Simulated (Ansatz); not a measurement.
The calculation's input:

```
crystal:
  periodic: [false, false, false]
  atoms:
    - { symbol: C, position_ang: [0.26153, 1.36392, -0.18603] }
    - { symbol: C, position_ang: [0.06365, 0.07287, -0.71194] }
    - { symbol: Si, position_ang: [-0.29394, -1.47082, 0.37671] }
    - { symbol: F, position_ang: [-0.41764, -2.5865, -0.75865] }
    - { symbol: H, position_ang: [1.03172, 1.31804, 0.60724] }
    - { symbol: H, position_ang: [-0.57455, 1.61013, 0.49615] }
    - { symbol: H, position_ang: [0.45612, 2.1653, -0.89489] }
    - { symbol: H, position_ang: [0.1145, -0.05255, -1.78996] }
    - { symbol: H, position_ang: [-1.59627, -1.23936, 0.97137] }
    - { symbol: H, position_ang: [0.91461, -1.69607, 1.14646] }
total_charge: 1
basis:
  gaussian: { orbitals: def2-SVP }
hamiltonian:
  xc: pbe
  dispersion: d4
relax:
  f_tol: 0.015
  max_steps: 40
output:
  orbitals: {}
```

Command:

```sh
ansatz run input.yaml --threads 1 --pin off --max-ram 2048MiB --backend cpu --events-out ev --progress --plain --runs-dir out
```

The fields are those of the relaxed geometry.

Level of theory: RKS PBE-D4/def2-SVP in Ansatz 0.2.0.

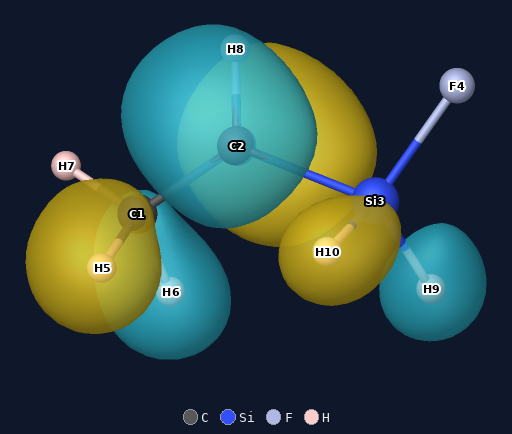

C₂H₆FSi (charge +1). One frontier orbital at ±0.1 Å⁻³ᐟ² (yellow and cyan are the two phases), seen at a tilt.

> Which orbital is it: HOMO or LUMO?

The LUMO, at −11.16 eV. Its weight (Hirshfeld) is mainly on C2 (about 55 %) and C1 (about 10 %).
